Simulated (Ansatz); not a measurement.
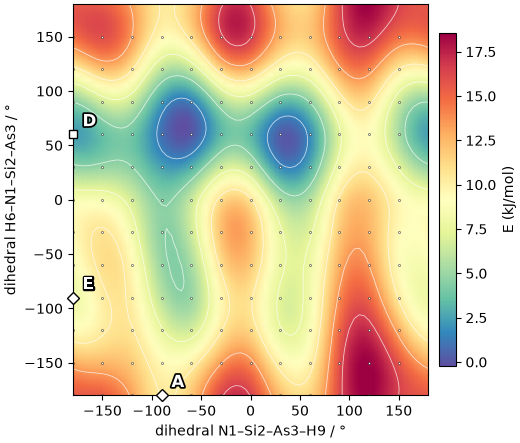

CH₆AsNOSi, SMILES N[SiH]([AsH2])C=O. 
- First axis: dihedral N1–Si2–As3–H9. Second axis: dihedral H6–N1–Si2–As3.
- Nothing is relaxed (all other coordinates rigid).
- Grid: 12 × 12 points.
- Points are written as (first, second).
- Energies are in kJ/mol, from the relaxed molecule at the same level.
- The calculation used RKS PBE0-D4/def2-SVP (Ansatz).

The picture shows a smooth colour map with a few white contour lines, dots at the grid points, lettered points. Between grid points the surface is interpolated.

### Is D the lowest point of the computed grid?

No. D lies 2.3 kJ/mol above the lowest grid point, which is at (−60°, 60°). It is a local minimum.

### Rank the lettered points by energy, lowest first.

D (2.5 kJ/mol), E (8.1 kJ/mol), A (10.4 kJ/mol).
